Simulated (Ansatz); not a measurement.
# F3HOW···HF: what the fields show

The calculation's input:

```
crystal:
  periodic: [false, false, false]
  atoms:
    - { symbol: W, position_ang: [0.0, 0.0, 0.0] }
    - { symbol: F, position_ang: [0.9293, 0.0, 1.8273] }
    - { symbol: H, position_ang: [1.7303, 0.0, 0.8322] }
    - { symbol: F, position_ang: [0.0, 1.85, 0.0] }
    - { symbol: O, position_ang: [-1.94, 0.0, 0.0] }
    - { symbol: H, position_ang: [-2.2771, -0.1263, 0.9437] }
    - { symbol: F, position_ang: [0.0, -1.85, 0.0] }
    - { symbol: F, position_ang: [0.0, 0.0, -1.85] }
basis:
  gaussian: { orbitals: def2-SVP }
hamiltonian:
  xc: hf
relax:
  f_tol: 0.15
  max_steps: 25
  restrain:
    - { distance: [1, 2], at: 0.92, k: 30.0 }
    - { distance: [0, 1], at: 3.05, k: 30.0 }
    - { distance: [0, 2], at: 2.92, k: 30.0 }
output:
  orbitals: {}
```

Launched as:

```sh
ansatz run input.yaml --threads 2 --pin off --max-ram 3072MiB --backend cpu --events-out ev --progress --plain --runs-dir out
```

The fields are those of the run's last geometry, not of the input's.

Core potentials replace the inner electrons of W.

All numbers below come from RHF/def2-SVP (Ansatz).

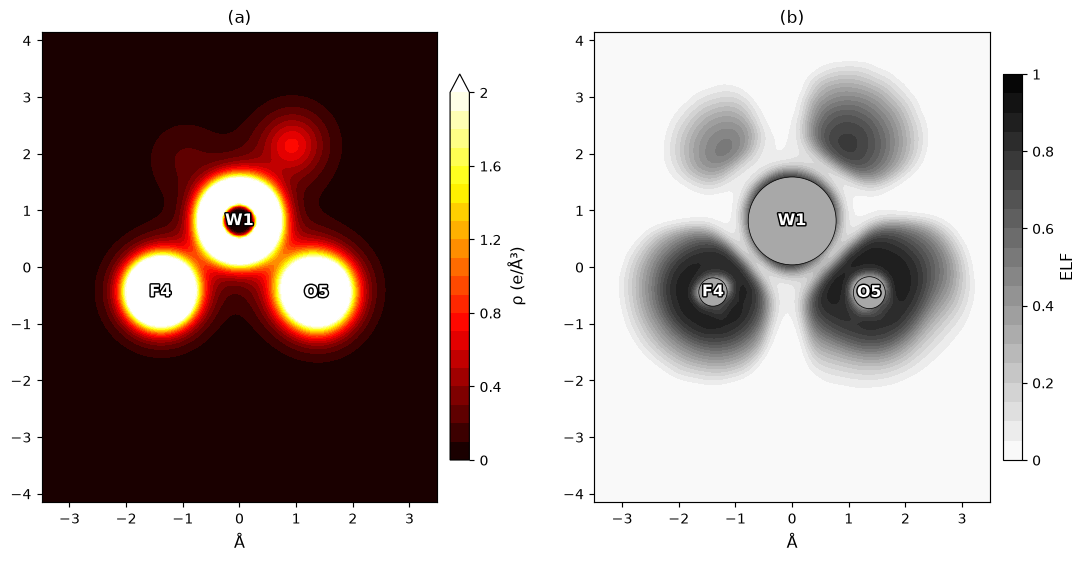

Figure 1. (a) electron density; (b) ELF on the plane of atoms F4, W1 and O5. Grey discs cover the atomic cores in the ELF map.

**Describe what can be read from this map.**

- The section cuts through W, F and O sites.
- W–O (1.86 Å): ρ at the midpoint is about 1.2 e/Å³; the ELF peaks at about 0.85 in the valence shell of O, 0.6 Å from its nucleus, and drops to about 0.25 between the two atoms.

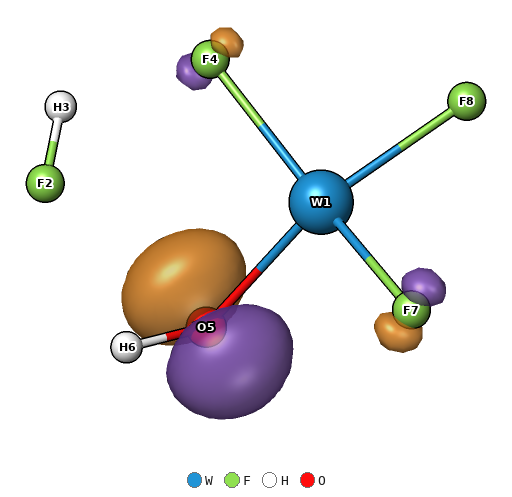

Figure 2. The HOMO−1 at ±0.3 Å⁻³ᐟ² (orange and purple are the two phases), seen across its widest extent.

**Describe this orbital and give its energy.**

By Hirshfeld shares it lies mainly on O5 (about 75 %); largely a lone pair of O5. Its energy is −15.20 eV.

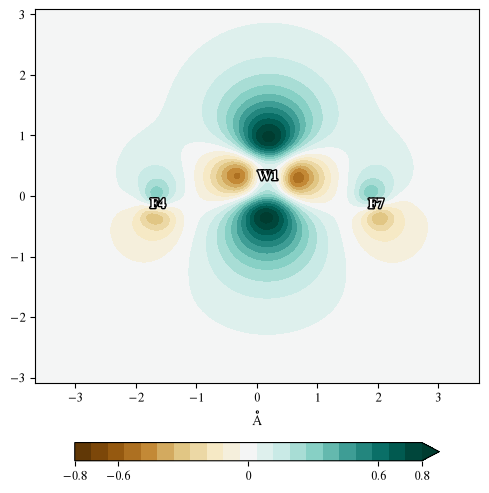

Figure 3. The HOMO on the plane of atoms F4, W1 and F7 (values in Å⁻³ᐟ²; the overall sign is arbitrary).

**Where does this orbital lie, and at what energy?**

Its weight (Hirshfeld) is mainly on W1 (about 85 %). Its energy is −10.48 eV.
